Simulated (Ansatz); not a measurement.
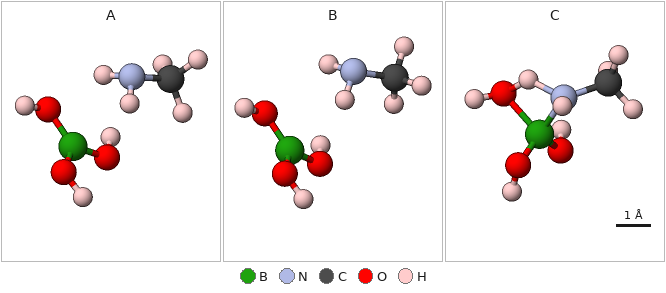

3 geometries from a converged minimum-energy path of CH8BNO3, shuffled. The picture is a ball-and-stick view, seen face on.

Theory: Ansatz, RHF/cc-pVDZ. Settings: 9 movable images; climbing image; force threshold 0.05 eV/Å; iteration limit 60; starting path through a guess of the saddle point.

Which frame is the transition state?

C. In order along the path, whose images run from 0 to 10: C (image 5, +37.7 kcal/mol), A (image 8, −4.6 kcal/mol), B (image 10, −6.8 kcal/mol). Breaking: B–N (1.41 → 3.51 Å), H–O (0.95 → 2.75 Å). Forming: B–O (3.52 → 1.36 Å), H–N (3.34 → 1.01 Å).

The run took 8.7 min on 2 threads of Arm Neoverse V1, with other jobs on the host, peak memory 0.28 GiB.
